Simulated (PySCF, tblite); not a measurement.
**C₅H₆F₄O: a rotation path, then NMR shifts on frames**

Aim: move C₅H₆F₄O (`F[C@@H]1OC[C@H]1CC(F)(F)F`) away from its starting geometry and see how NMR shifts follow the geometry.

Computed with tblite 0.8.0 and PySCF 2.14.0, with density-fitted response routines of our own, on a single molecule in the gas phase. Atoms count from 0, in the outputs and in this text.

## 1. The molecule as given

16 atoms, charge 0, multiplicity 1; geometry from: GFN2-xTB.

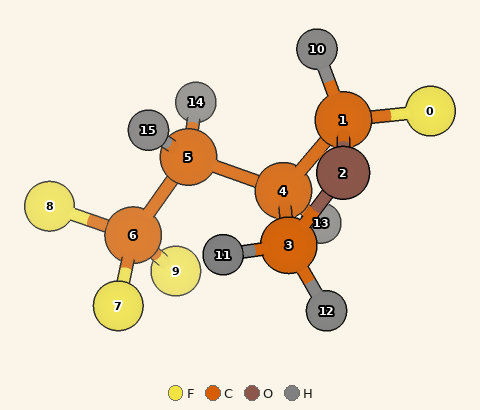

As it starts; fluorine yellow, carbon orange, oxygen brown, hydrogen grey, atoms numbered.

## 2. A band between two rotamers with GFN2-xTB

What the job is given:

```
{"job": {"kind": "neb", "xc": "GFN2-xTB", "basis": "xTB", "atoms": [3, 4, 5, 6], "turn": 120}, "charge": 0, "multiplicity": 1}
F     -2.621972    -1.176245     0.679241
C     -1.794873    -0.088805     0.660434
O     -2.185277     0.852527    -0.290020
C     -0.991261     0.668793    -1.067800
C     -0.463340    -0.360997    -0.052555
C      0.795943    -0.003883     0.722558
C      2.036827    -0.217365    -0.126417
F      2.040609     0.539194    -1.233766
F      3.155153     0.084922     0.546894
F      2.162604    -1.487575    -0.532116
H     -1.774952     0.297393     1.687918
H     -0.422065     1.596897    -1.143428
H     -1.209735     0.280971    -2.064081
H     -0.405854    -1.378828    -0.440644
H      0.890353    -0.639929     1.605735
H      0.780241     1.041873     1.036636
```

With the program's defaults for keys left out, this is: GFN2-xTB climbing-image nudged elastic band, gas phase.

Launch:

```console
$ OMP_NUM_THREADS=1 python probes_run.py task.json out
```

The driver reads the jobs from task.json and runs them one after another.

The log of the run:

```text
image   E - E0 / eV
  0      -0.0000
  1       0.0183
  2       0.0690
  3       0.1262
  4       0.1622
  5       0.1585
  6       0.1220
  7       0.0919
  8       0.0832
```

It took 2.2 s on 1 thread of Intel Xeon 6975P-C, shared host; peak memory 0.18 GiB.

The final band, with the dihedral C3–C4–C5–C6:

```tsv
image	dihedral (°)	energy (eV)	energy (kcal/mol)
0	-79	0.000	0.0
1	-65	0.018	0.4
2	-51	0.069	1.6
3	-35	0.126	2.9
4	-17	0.162	3.7
5	1	0.159	3.7
6	17	0.122	2.8
7	33	0.092	2.1
8	47	0.083	1.9
```

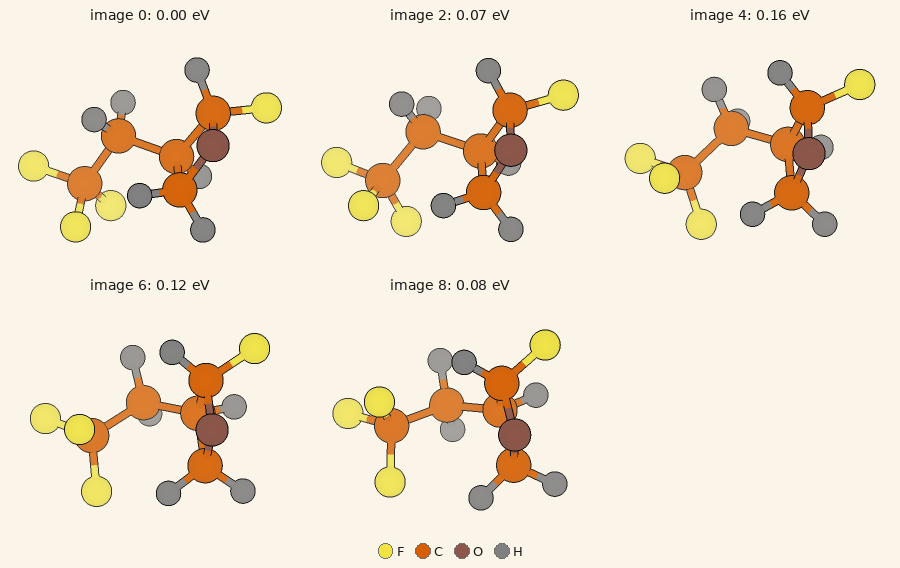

Images along the band.

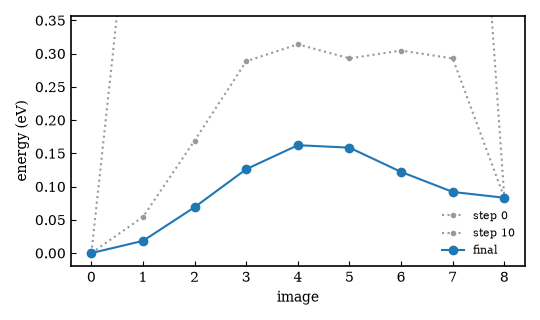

Energy along the band, early and final.

## 3. NMR shieldings: image 0, PBE0/pcSseg-1

What the job is given:

```
{"job": {"kind": "nmr", "xc": "PBE0", "basis": "pcSseg-1", "pop": false}, "charge": 0, "multiplicity": 1}
F     -2.622000    -1.176200     0.679200
C     -1.794900    -0.088800     0.660400
O     -2.185300     0.852500    -0.290000
C     -0.991300     0.668800    -1.067800
C     -0.463300    -0.361000    -0.052600
C      0.795900    -0.003900     0.722600
C      2.036800    -0.217400    -0.126400
F      2.040600     0.539200    -1.233800
F      3.155200     0.084900     0.546900
F      2.162600    -1.487600    -0.532100
H     -1.775000     0.297400     1.687900
H     -0.422100     1.596900    -1.143400
H     -1.209700     0.281000    -2.064100
H     -0.405900    -1.378800    -0.440600
H      0.890400    -0.639900     1.605700
H      0.780200     1.041900     1.036600
```

With the program's defaults for keys left out, this is: GIAO PBE0/pcSseg-1 NMR shielding, non-relativistic, gas phase.

The log of the run:

```text
coarse grid: 14584 points
cycle   1  E = -667.6874733064  dE =  1.692e+00  |g| = 1.096e+00  |ddm| = 3.507e+00
cycle   2  E = -667.4771287285  dE =  2.103e-01  |g| = 1.623e+00  |ddm| = 1.476e+00
cycle   3  E = -667.8876101670  dE = -4.105e-01  |g| = 8.705e-02  |ddm| = 9.168e-01
cycle   4  E = -667.8885273469  dE = -9.172e-04  |g| = 5.660e-02  |ddm| = 9.235e-02
cycle   5  E = -667.8891342960  dE = -6.069e-04  |g| = 1.107e-02  |ddm| = 4.209e-02
cycle   6  E = -667.8891507030  dE = -1.641e-05  |g| = 4.310e-03  |ddm| = 9.483e-03
cycle   7  E = -667.8891542164  dE = -3.513e-06  |g| = 4.509e-04  |ddm| = 3.280e-03
final grid: 145896 points
cycle   8  E = -667.9872270291  dE = -6.180e-05  |g| = 1.233e-02  |ddm| = 3.208e-02
cycle   9  E = -667.9871953415  dE =  3.169e-05  |g| = 1.848e-02  |ddm| = 1.819e-02
cycle  10  E = -667.9872551361  dE = -5.979e-05  |g| = 1.120e-03  |ddm| = 1.089e-02
cycle  11  E = -667.9872553808  dE = -2.447e-07  |g| = 3.811e-04  |ddm| = 1.128e-03
cycle  12  E = -667.9872554031  dE = -2.234e-08  |g| = 1.406e-04  |ddm| = 3.332e-04
cycle  13  E = -667.9872554059  dE = -2.796e-09  |g| = 2.588e-05  |ddm| = 9.635e-05
cycle  14  E = -667.9872554060  dE = -1.048e-10  |g| = 6.963e-06  |ddm| = 2.156e-05
converged SCF energy = -667.9872554060

GIAO shielding tensors (ppm)
atom      isotropic    diamagn.    paramagn.     s11        s22        s33       span
  0 F      288.396     470.541    -182.146    206.043    308.800    350.344    144.302
  1 C       67.062     245.881    -178.819     46.008     70.554     84.625     38.617
  2 O      245.738     397.869    -152.131    161.497    248.342    327.375    165.878
  3 C      113.093     248.205    -135.112     85.603     97.644    156.032     70.429
  4 C      145.798     248.812    -103.014    130.334    137.392    169.666     39.332
  5 C      147.242     249.561    -102.319    133.728    144.509    163.488     29.760
  6 C       51.765     242.531    -190.767     48.565     49.648     57.081      8.516
  7 F      259.362     475.565    -216.203    170.986    265.603    341.498    170.512
  8 F      249.833     469.713    -219.881    159.408    249.298    340.793    181.385
  9 F      259.670     474.212    -214.542    170.383    265.179    343.450    173.067
 10 H       25.822      29.279      -3.457     22.454     26.738     28.274      5.820
 11 H       27.224      30.718      -3.494     23.768     27.692     30.211      6.443
 12 H       26.721      29.872      -3.150     23.456     26.239     30.469      7.013
 13 H       28.506      31.569      -3.062     24.046     30.390     31.082      7.036
 14 H       29.269      29.745      -0.476     25.580     28.599     33.627      8.047
 15 H       29.311      30.628      -1.317     25.532     29.155     33.245      7.714
```

Run time: 24 s. Hardware: 1 thread of Intel Xeon 6975P-C, shared host; peak memory 0.88 GiB.

Shifts follow as δ = σ(reference) − σ, with reference shieldings (ppm) from runs at the same level and on the same kind of geometry: 1H TMS 31.72, 13C TMS 186.9, 19F CFCl3 170.9, 17O H2O 336.1. The references are single molecules in the gas phase, so shifts against H2O, NH3, PH3, H3PO4 or CFCl3 are not on the usual liquid scales and can be off by tens of ppm. Each atom is listed at this fixed geometry, with no averaging over motion; a spectrum would average atoms that exchange fast.

```tsv
atoms	environment	σ (ppm)	δ (ppm)
C6	CF3 carbon	51.8	135.2
C1	sp3 CH bonded to F and O	67.1	119.9
C3	sp3 CH2 bonded to O	113.1	73.8
C4	sp3 CH in a ring	145.8	41.1
C5	sp3 CH2	147.2	39.7
H10	hydrogen on an sp3 CH bonded to F and O	25.82	5.89
H12	hydrogen on an sp3 CH2 bonded to O	26.72	5.00
H11	hydrogen on an sp3 CH2 bonded to O	27.22	4.49
H13	hydrogen on an sp3 CH in a ring	28.51	3.21
H14	hydrogen on an sp3 CH2	29.27	2.45
H15	hydrogen on an sp3 CH2	29.31	2.41
F8	fluorine of a CF3 group	249.8	-78.9
F7	fluorine of a CF3 group	259.4	-88.4
F9	fluorine of a CF3 group	259.7	-88.7
F0	fluorine on an sp3 carbon	288.4	-117.4
O2	ether oxygen	245.7	90.3
```

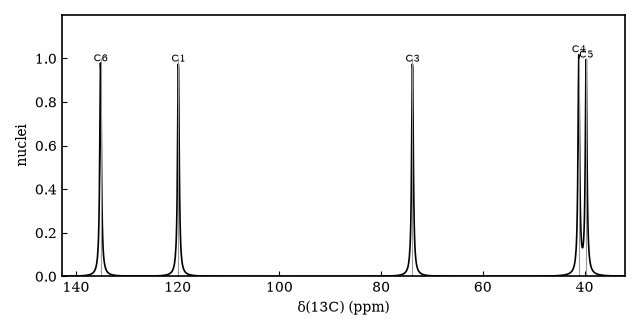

13C lines at the computed shifts, without couplings. Lines are broadened to a width of 0.38 ppm (Lorentzian).

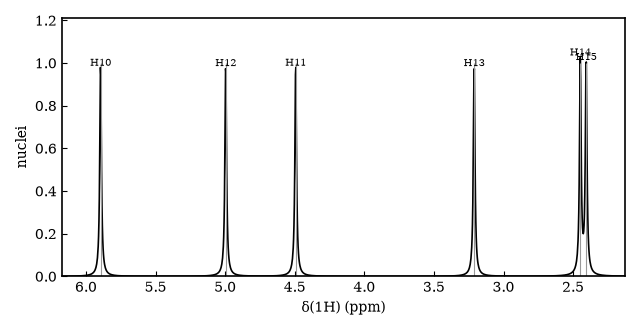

1H lines at the computed shifts, without couplings. Lines are broadened to a width of 0.01 ppm (Lorentzian).

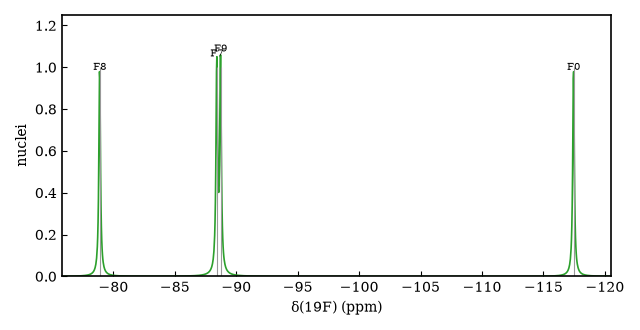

19F lines at the computed shifts, without couplings. Lines are broadened to a width of 0.15 ppm (Lorentzian).

Ring of atoms C1, O2, C3, C4: NICS(0) -0.1, NICS(1) 0.6, NICS(1)zz 3.9 ppm (means of both faces).

## 4. Shielding tensors: image 2, PBE0/pcSseg-1

What the job is given:

```
{"job": {"kind": "nmr", "xc": "PBE0", "basis": "pcSseg-1", "pop": false}, "charge": 0, "multiplicity": 1}
F     -2.730500    -0.878800     0.873900
C     -1.787800     0.085700     0.658400
O     -2.084300     0.879300    -0.446700
C     -0.918000     0.443500    -1.161900
C     -0.503500    -0.461700     0.015700
C      0.794000    -0.183300     0.770400
C      2.001000    -0.025600    -0.138500
F      1.973600     1.115300    -0.843300
F      3.139000     0.004900     0.570500
F      2.123300    -1.020300    -1.025400
H     -1.707500     0.651400     1.596700
H     -0.260000     1.281100    -1.388200
H     -1.183000    -0.083500    -2.081400
H     -0.591400    -1.523300    -0.217600
H      1.007800    -1.011800     1.449900
H      0.719700     0.736000     1.356100
```

Method: GIAO PBE0/pcSseg-1 NMR shielding, non-relativistic, gas phase.

The log of the run:

```text
coarse grid: 14584 points
cycle   1  E = -667.6850419786  dE =  1.691e+00  |g| = 1.098e+00  |ddm| = 3.492e+00
cycle   2  E = -667.4718825081  dE =  2.132e-01  |g| = 1.630e+00  |ddm| = 1.485e+00
cycle   3  E = -667.8858893776  dE = -4.140e-01  |g| = 8.627e-02  |ddm| = 9.255e-01
cycle   4  E = -667.8867815624  dE = -8.922e-04  |g| = 5.651e-02  |ddm| = 9.264e-02
cycle   5  E = -667.8873876656  dE = -6.061e-04  |g| = 1.100e-02  |ddm| = 4.271e-02
cycle   6  E = -667.8874040734  dE = -1.641e-05  |g| = 4.277e-03  |ddm| = 9.533e-03
cycle   7  E = -667.8874075279  dE = -3.455e-06  |g| = 4.610e-04  |ddm| = 3.197e-03
final grid: 145896 points
cycle   8  E = -667.9841499984  dE = -5.386e-05  |g| = 1.216e-02  |ddm| = 2.973e-02
cycle   9  E = -667.9841180138  dE =  3.198e-05  |g| = 1.836e-02  |ddm| = 1.823e-02
cycle  10  E = -667.9841773335  dE = -5.932e-05  |g| = 1.093e-03  |ddm| = 1.107e-02
cycle  11  E = -667.9841775682  dE = -2.347e-07  |g| = 3.593e-04  |ddm| = 1.114e-03
cycle  12  E = -667.9841775881  dE = -1.983e-08  |g| = 1.414e-04  |ddm| = 3.202e-04
cycle  13  E = -667.9841775908  dE = -2.764e-09  |g| = 2.419e-05  |ddm| = 9.020e-05
cycle  14  E = -667.9841775909  dE = -9.049e-11  |g| = 6.705e-06  |ddm| = 2.087e-05
converged SCF energy = -667.9841775909

GIAO shielding tensors (ppm)
atom      isotropic    diamagn.    paramagn.     s11        s22        s33       span
  0 F      284.533     470.283    -185.751    207.637    306.994    338.967    131.329
  1 C       65.333     246.650    -181.317     45.434     66.115     84.451     39.016
  2 O      248.841     398.007    -149.166    167.467    250.798    328.258    160.791
  3 C      117.577     248.087    -130.510     86.468    101.569    164.695     78.227
  4 C      146.793     248.408    -101.615    130.577    137.525    172.278     41.701
  5 C      149.498     248.902     -99.404    132.421    147.113    168.961     36.540
  6 C       51.822     242.538    -190.716     48.672     49.670     57.124      8.452
  7 F      250.116     475.168    -225.052    166.162    249.274    334.911    168.750
  8 F      245.274     469.561    -224.287    156.963    238.281    340.578    183.615
  9 F      259.807     474.963    -215.155    171.418    268.426    339.578    168.160
 10 H       25.856      29.436      -3.580     22.432     26.796     28.341      5.909
 11 H       26.722      30.658      -3.936     22.778     26.866     30.522      7.744
 12 H       26.845      29.840      -2.995     23.456     26.185     30.892      7.436
 13 H       28.444      31.209      -2.765     24.165     29.437     31.730      7.564
 14 H       29.133      29.448      -0.315     24.737     28.852     33.809      9.072
 15 H       29.373      30.349      -0.976     25.467     29.285     33.367      7.900
```

Run time: 24 s. Hardware: 1 thread of Intel Xeon 6975P-C, shared host; peak memory 0.88 GiB.

This run: δ C6 135.1, C1 121.6, C3 69.3, C4 40.1, H10 5.86, H11 4.99 ppm.

[end of part 1 of 2]
